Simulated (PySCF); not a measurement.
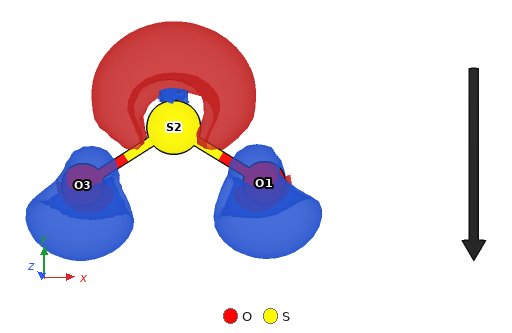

Figure 1: O$_{2}$S, SMILES `O=S=O`. Change of the electron density in a uniform field of 0.26 V/Å along −y (arrow), surfaces at ±0.002 e/Å³ (red: gain, blue: loss).

Computed with PySCF, B3LYP/def2-SVP, geometry: GFN2-xTB. No frequency check shows the geometry to be a minimum. A basis without diffuse functions makes polarisabilities too small. GFN2-xTB bond lengths at metals and heavier atoms can be off by up to 0.1 Å and shapes distorted, which carries into these values.

Input

```python
import numpy as np
from pyscf import gto, scf, dft
from pyscf.scf import atom_ks, atom_hf
from scipy.linalg import block_diag

def solve(mol, dm0=None, hcore=None):
    mf = (dft.UKS if mol.spin else dft.RKS)(mol, xc='b3lyp')
    mf.grids.level = 3
    mf = mf.density_fit(auxbasis='def2-universal-jkfit')
    mf.conv_tol, mf.max_cycle = 1e-8, 80
    if hcore is not None:
        mf.get_hcore = lambda *args: hcore
    mf.kernel(dm0)
    if not mf.converged:
        mf = mf.newton().run(mf.mo_coeff, mf.mo_occ, max_cycle=30)
    assert mf.converged, 'SCF not converged'
    return mf

mol = gto.M(atom='''
O      1.21864    -0.37811     0.00000
S      0.00000     0.37811     0.00000
O     -1.21864    -0.37811     0.00000
''', basis='def2-svp', charge=0, spin=0, verbose=4)
field = np.array([-0.0, -0.005, -0.0])  # atomic units
mol.set_common_orig(mol.atom_charges() @ mol.atom_coords() / mol.atom_charges().sum())
mf = solve(mol)
out = dict(dm0=mf.make_rdm1(), d0=mf.dip_moment(unit='AU'), e0=mf.e_tot)
for name, sign in (('p', 1), ('m', -1)):
    h = mf.get_hcore() + sign * np.einsum('x,xij->ij', field, mol.intor('int1e_r'))
    mi = solve(mol, mf.make_rdm1(), h)
    out.update({'dm' + name: mi.make_rdm1(), 'd' + name: mi.dip_moment(unit='AU'), 'e' + name: mi.e_tot})
# spherically averaged free atoms, for the promolecule
atm = atom_ks.get_atm_nrks(mol, xc='b3lyp')
pro = block_diag(*[(atm[a[0]][2] * atm[a[0]][3]) @ atm[a[0]][2].T for a in mol._atom])
np.savez('result.npz', pro=pro, **out)
```

Run with:

```sh
OMP_NUM_THREADS=1 python input.py
```

The run took 5.9 s on 1 thread of Intel(R) Xeon(R) Platinum 8259CL CPU @ 2.50GHz (Skylake/Cascade Lake), with other jobs on the host, peak memory 0.21 GiB.

Partitions, critical points and surface values were worked out afterwards from this run's density.

> What dipole is induced, and what polarisability does it imply?

The induced dipole is 0.18 D (along the field); α along this axis, from the fields in both directions, is 14 bohr³ (2.1 Å³).

> Which atoms gain and lose the most charge?

Electrons gather most on S2 (Hirshfeld charge changes by −0.016 e) and leave O1 and O3 alike most (+0.008 e); 0.023 electrons are displaced in all.
